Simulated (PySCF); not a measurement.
SMILES F[SiH](F)[Si](F)(F)F (HF5Si2) at its B3LYP/def2-SVP optimised geometry (Å):

```
8

Si    -1.3807    -1.9565     1.8358
F     -0.8864    -1.1957     3.1734
F     -2.9948    -1.8866     1.7851
Si    -0.5581    -0.7647     0.0000
F     -1.0507     0.7647     0.0000
F     -1.0425    -1.4410    -1.3771
F      1.0507    -0.7647     0.0000
H     -0.9604    -3.3729     1.9016
```

Computed with B3LYP/def2-TZVP (PySCF). Cells within 0.4 Å of a nucleus heavier than hydrogen are left out (blank, or x).

Map of the HOMO amplitude (bohr^(-3/2)) on the plane z = 0.0 Å; orbital energy -9.54 eV, overall sign arbitrary:

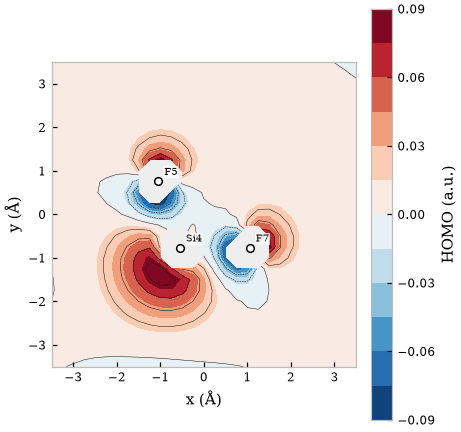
HOMO amplitude (bohr^(-3/2)) on the plane z = 0.0 Å.
